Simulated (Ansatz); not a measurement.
# Run report: C₂H₃Si, geometry relaxation

The run: geometry relaxation of C₂H₃Si, multiplicity 2. Method and program: UKS PBE0-D4/def2-SVPD (Ansatz 0.2.0).

It belongs to a series of runs on one base structure; here: end point A relaxed. Figures and captions count atoms from 1; the log counts them from 0 in places.

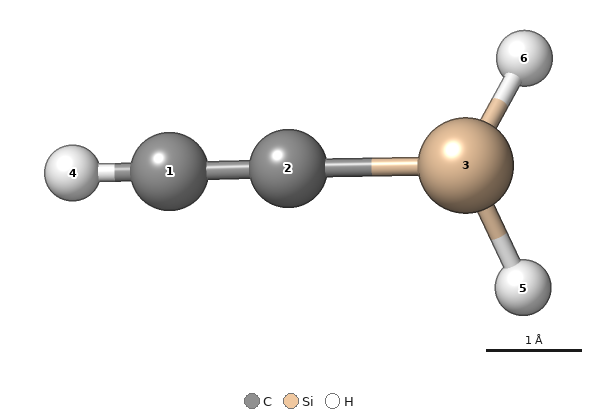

The structure as given in the input (ball-and-stick view, seen on its broad side; atoms are numbered from 1 in the order of the input). Bond lengths as drawn: C–C 1.26 Å, C–H 1.03 Å, C–Si 1.89 Å and H–Si 1.47 to 1.48 Å.

Input
```yaml
crystal:
  periodic: [false, false, false]
  atoms:
    - { symbol: C, position_ang: [1.053, -1.3651, 0.5567] }
    - { symbol: C, position_ang: [0.4401, -0.3366, 0.1508] }
    - { symbol: Si, position_ang: [-0.4632, 1.2006, -0.4734] }
    - { symbol: H, position_ang: [1.5729, -2.187, 0.8907] }
    - { symbol: H, position_ang: [-1.174, 0.9075, -1.7299] }
    - { symbol: H, position_ang: [-1.3868, 1.7166, 0.5589] }
magnetization:
  spin_polarized: true
  initial_magnetization: 1
basis:
  gaussian: { orbitals: def2-SVPD }
hamiltonian:
  xc: pbe0
  dispersion: d4
relax:
  f_tol: 0.02
  max_steps: 50
output:
  orbitals: {}
```

Launched with:
```bash
ansatz run input.yaml --threads 2 --pin off --max-ram 3072MiB --backend cpu --events-out ev --progress --plain --runs-dir out
```

Output
```
The last accepted step is kept in [file] (removed where the run ends without a failure and the disk answers)
Engine: ansatz 0.2.0, aarch64-unknown-linux-gnu
Functional definition: PBE0
  parameter a = 0.25
  parameter kappa = 0.804
  parameter beta = 0.06672455060314922
  exchange = (1 - a)*pbe_x(kappa = kappa, mu = beta*pi^2/3) + a*exact_x
  correlation = pbe_c(beta = beta)
775 factors; their error is unknown
mean field evaluation 1: about -9982.5658 eV, gradient 2.6e1 eV
mean field evaluation 2: about -9972.0839 eV, gradient 4.5e1 eV
mean field evaluation 4: about -9986.4939 eV, gradient 8.7e0 eV
mean field evaluation 8: about -9986.8762 eV, gradient 6.7e-2 eV
mean field evaluation 16: about -9986.9410 eV, gradient 2.5e-4 eV
mean field -9986.94099873 eV, -367.0133123117 hartree, gradient 7.6e-5 eV, S^2 0.758725; 0 other end points of the search recorded, 0 dependent functions left out
the calculation of the forces begins
reference -9986.94102679 eV, -367.0133133428 hartree; 15, 14 occupied and 73, 74 virtual orbitals, 775 factors
relax step   1: F+E_penalty+E_count = -9987.02497465 eV  Δ(F+E_penalty+E_count) = +0.000e0 eV  max|allowed force component| = 5.116e0 eV/Å  Δτ_max = 0.0000 Å  (32 SCF iters, accepted)
these checks for a lower state are left out or cut short: starts, cluster_reference, orbital_swaps, neighbouring_geometries, increment
775 factors; their error is unknown
mean field -9987.13440581 eV, -367.0204198905 hartree, gradient 1.3e-5 eV, S^2 0.757041; 0 other end points of the search recorded, 0 dependent functions left out
the calculation of the forces begins
reference -9987.13443412 eV, -367.0204209310 hartree; 15, 14 occupied and 73, 74 virtual orbitals, 775 factors
relax step   2: F+E_penalty+E_count = -9987.21939691 eV  Δ(F+E_penalty+E_count) = -1.944e-1 eV  max|allowed force component| = 5.459e-1 eV/Å  Δτ_max = 0.0613 Å  (37 SCF iters, accepted)
these checks for a lower state are left out or cut short: starts, cluster_reference, orbital_swaps, neighbouring_geometries, increment
775 factors; their error is unknown
mean field -9987.14618647 eV, -367.0208528221 hartree, gradient 8.8e-5 eV, S^2 0.757736; 0 other end points of the search recorded, 0 dependent functions left out
the calculation of the forces begins
reference -9987.14621485 eV, -367.0208538650 hartree; 15, 14 occupied and 73, 74 virtual orbitals, 775 factors
relax step   3: F+E_penalty+E_count = -9987.23140725 eV  Δ(F+E_penalty+E_count) = -1.201e-2 eV  max|allowed force component| = 1.732e-1 eV/Å  Δτ_max = 0.0180 Å  (34 SCF iters, accepted)
these checks for a lower state are left out or cut short: starts, cluster_reference, orbital_swaps, neighbouring_geometries, increment
775 factors; their error is unknown
mean field evaluation 32: about -9987.0835 eV, gradient 2.2e-2 eV
mean field -9987.14698591 eV, -367.0208822007 hartree, gradient 2.7e-5 eV, S^2 0.758131; 0 other end points of the search recorded, 0 dependent functions left out
the calculation of the forces begins
reference -9987.14701435 eV, -367.0208832462 hartree; 15, 14 occupied and 73, 74 virtual orbitals, 775 factors
relax step   4: F+E_penalty+E_count = -9987.23208479 eV  Δ(F+E_penalty+E_count) = -6.775e-4 eV  max|allowed force component| = 2.077e-1 eV/Å  Δτ_max = 0.0247 Å  (35 SCF iters, accepted)
these checks for a lower state are left out or cut short: starts, cluster_reference, orbital_swaps, neighbouring_geometries, increment
775 factors; their error is unknown
mean field -9987.14924634 eV, -367.0209652701 hartree, gradient 2.2e-5 eV, S^2 0.758268; 0 other end points of the search recorded, 0 dependent functions left out
the calculation of the forces begins
reference -9987.14927484 eV, -367.0209663174 hartree; 15, 14 occupied and 73, 74 virtual orbitals, 775 factors
relax step   5: F+E_penalty+E_count = -9987.23443478 eV  Δ(F+E_penalty+E_count) = -2.350e-3 eV  max|allowed force component| = 1.245e-2 eV/Å  Δτ_max = 0.0244 Å  (35 SCF iters, accepted)
775 factors; their error is unknown
mean field evaluation 64: about -9987.1492 eV, gradient 1.1e-4 eV
```

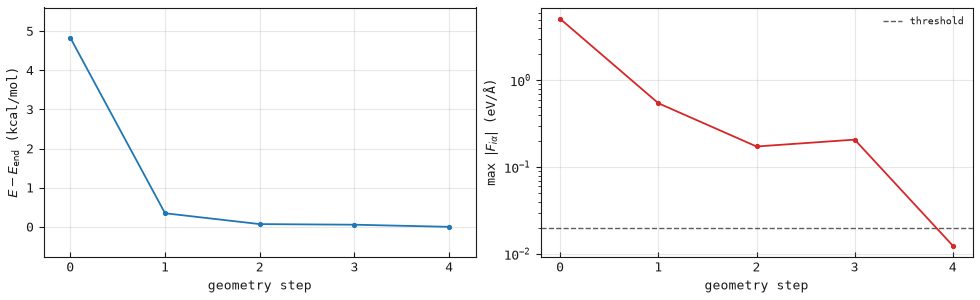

Progress of the relaxation, step by step (the first geometry is step 0 here and step 1 in the log).

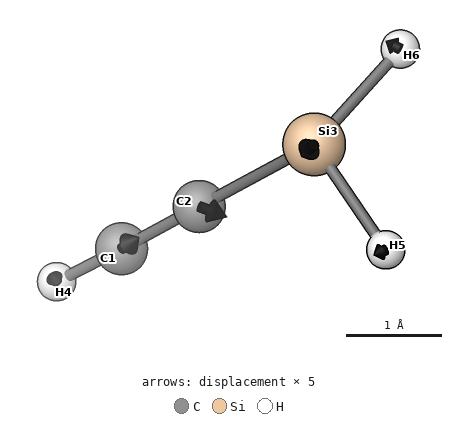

The starting structure with the displacements as black arrows, magnified 5 times (ball-and-stick view, seen at a tilt). The two geometries are laid on each other by the best rigid fit. The largest move after the best rigid fit is that of C2, 0.068 Å. By element the largest moves are C 0.068 Å, Si 0.063 Å, H 0.038 Å. Among the contacts that change: C2–Si3 1.889 → 1.813 Å, C1–H4 1.028 → 1.075 Å, C1–C2 1.264 → 1.221 Å, Si3–H5 1.473 → 1.490 Å. Among the angles that change: C1–C2–Si3 179.3° → 174.8°. After 4 geometry steps the energy has fallen by 4.83 kcal/mol. The largest force component goes from 5.1 to 0.012 eV/Å. (Atoms are counted from 1 in the order of the input.)

```
mean field -9987.14924634 eV, -367.0209652701 hartree, gradient 2.2e-5 eV, S^2 0.758268; 1 other end points of the search recorded, 0 dependent functions left out
the calculation of the forces begins
reference -9987.14927484 eV, -367.0209663174 hartree; 15, 14 occupied and 73, 74 virtual orbitals, 775 factors
Total energy: -9987.23446328 eV, -367.0240969349 hartree
Atom 0 at     1.025405    -1.312912     0.539292 Å, force     0.012450     0.004855    -0.000934 eV/Å
Atom 1 at     0.375610    -0.356874     0.146556 Å, force    -0.001357    -0.000520     0.000306 eV/Å
Atom 2 at    -0.447277     1.143877    -0.452133 Å, force    -0.009601    -0.004360     0.000558 eV/Å
Atom 3 at     1.590247    -2.159293     0.885903 Å, force    -0.011169     0.001147    -0.001211 eV/Å
Atom 4 at    -1.146035     0.903970    -1.746353 Å, force     0.005836    -0.004466    -0.010693 eV/Å
Atom 5 at    -1.355949     1.717232     0.580535 Å, force     0.003840     0.003342     0.011975 eV/Å
Dipole moment:     0.052649    -0.069010     0.028852 e Å
```

Trajectory as extended XYZ (Å, eV, eV/Å), 5 frames, from step=1 to step=5
```
6
Properties=species:S:1:pos:R:3:forces:R:3 step=1 energy=-9987.02498
C     1.0530   -1.3651    0.5567   -2.9534   5.1161  -2.0078
C     0.4401   -0.3366    0.1508    1.1459  -2.2301   0.8364
Si   -0.4632    1.2006   -0.4734    0.9434  -1.1448   0.5773
H     1.5729   -2.1870    0.8907    1.0616  -1.7335   0.6947
H    -1.1740    0.9075   -1.7299   -0.1030  -0.0895  -0.3089
H    -1.3868    1.7166    0.5589   -0.0945   0.0817   0.2083
6
Properties=species:S:1:pos:R:3:forces:R:3 step=2 energy=-9987.21940
C     1.0196   -1.3173    0.5376    0.0128   0.1986  -0.0489
C     0.4188   -0.3320    0.1470   -0.4407   0.5459  -0.2487
Si   -0.4528    1.1736   -0.4624    0.3939  -0.5233   0.2489
H     1.5642   -2.1668    0.8833    0.1414  -0.2812   0.1040
H    -1.1465    0.8779   -1.7429   -0.0580   0.0177  -0.0667
H    -1.3613    1.7006    0.5912   -0.0495   0.0423   0.0115
6
Properties=species:S:1:pos:R:3:forces:R:3 step=3 energy=-9987.23141
C     1.0171   -1.3110    0.5356    0.1410  -0.0247   0.0385
C     0.4095   -0.3288    0.1445   -0.1732   0.0910  -0.0622
Si   -0.4459    1.1582   -0.4560    0.0565  -0.0834   0.0402
H     1.5675   -2.1658    0.8836   -0.0186  -0.0201  -0.0007
H    -1.1463    0.8816   -1.7421   -0.0038   0.0180  -0.0108
H    -1.3598    1.7019    0.5883   -0.0020   0.0192  -0.0050
6
Properties=species:S:1:pos:R:3:forces:R:3 step=4 energy=-9987.23208
C     1.0263   -1.3164    0.5393    0.1084  -0.0453   0.0353
C     0.3980   -0.3473    0.1477   -0.2077   0.1132  -0.0661
Si   -0.4586    1.1386   -0.4507    0.1155   0.0106   0.0104
H     1.5844   -2.1667    0.8866   -0.0093  -0.0068  -0.0020
H    -1.1479    0.9047   -1.7505   -0.0043  -0.0361   0.0089
H    -1.3602    1.7231    0.5814   -0.0026  -0.0356   0.0135
6
Properties=species:S:1:pos:R:3:forces:R:3 step=5 energy=-9987.23444
C     1.0254   -1.3129    0.5393    0.0124   0.0049  -0.0009
C     0.3756   -0.3569    0.1466   -0.0014  -0.0005   0.0003
Si   -0.4473    1.1439   -0.4521   -0.0096  -0.0044   0.0006
H     1.5902   -2.1593    0.8859   -0.0112   0.0011  -0.0012
H    -1.1460    0.9040   -1.7464    0.0058  -0.0045  -0.0107
H    -1.3559    1.7172    0.5805    0.0038   0.0033   0.0120
```

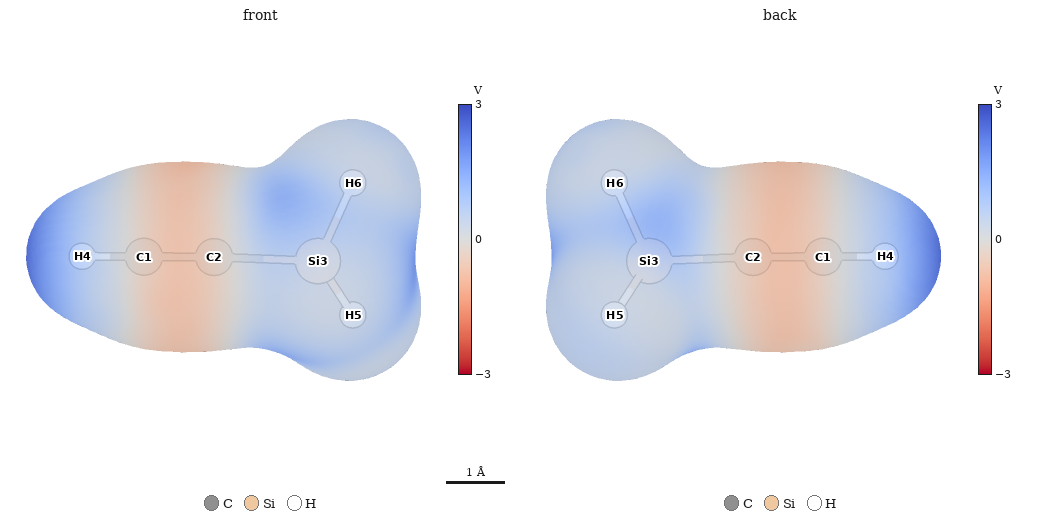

The electrostatic potential painted on the density surface at 0.004 e/bohr³, seen at a tilt and from behind; red is negative and blue positive. A positive charge is drawn to the negative regions and a negative charge to the positive ones.

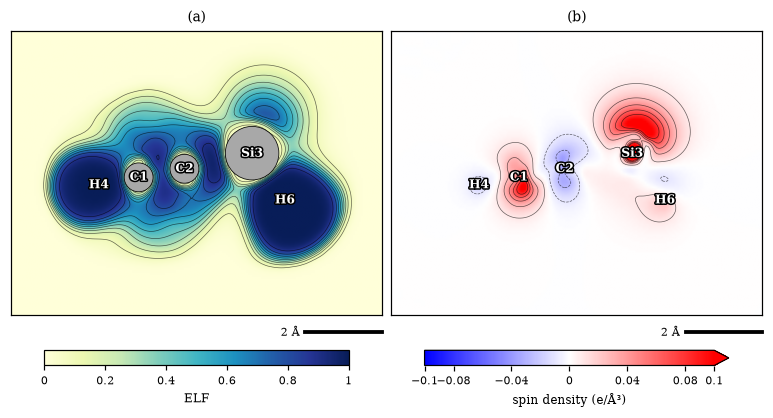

(a) electron localisation function; (b) spin density (α minus β) on the plane of atoms C2, Si3 and H6. Grey discs, where drawn, cover atomic cores. The plane passes through C, Si and H nuclei. C–C (1.22 Å): the ELF peaks at about 0.85 between the atoms (a multiple bond by its length, whose ELF region spreads away from the axis). C–Si (1.81 Å): the ELF peaks at about 0.95 between the atoms (a shared electron pair). Si–H (1.49 Å): the ELF climbs to about 1 towards the hydrogen. The unpaired spin (1 electron) lies mostly on Si3 (about 0.8) and C1 (about 0.1), in electrons by Hirshfeld's partition.

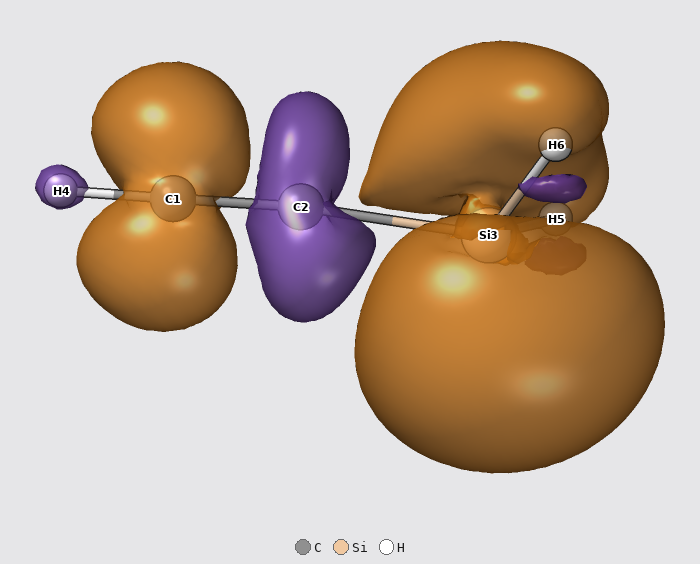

Isosurfaces of the spin density at +0.01 (orange) and −0.01 e/Å³ (purple), seen from the side. The unpaired spin (1 electron) lies mostly on Si3 (about 0.8) and C1 (about 0.1), in electrons by Hirshfeld's partition.

Results in brief

```tsv
quantity	value
outcome	converged
total energy	−9987.2345 eV
mean-field energy	−9987.1493 eV
⟨S²⟩	0.758
largest force (length of the vector) at the end	0.013 eV/Å
hardware	2 threads of Arm Neoverse V1, 24 GiB of memory available, shared host
wall time	12 s (CPU time 23 s)
peak memory	0.17 GiB
```
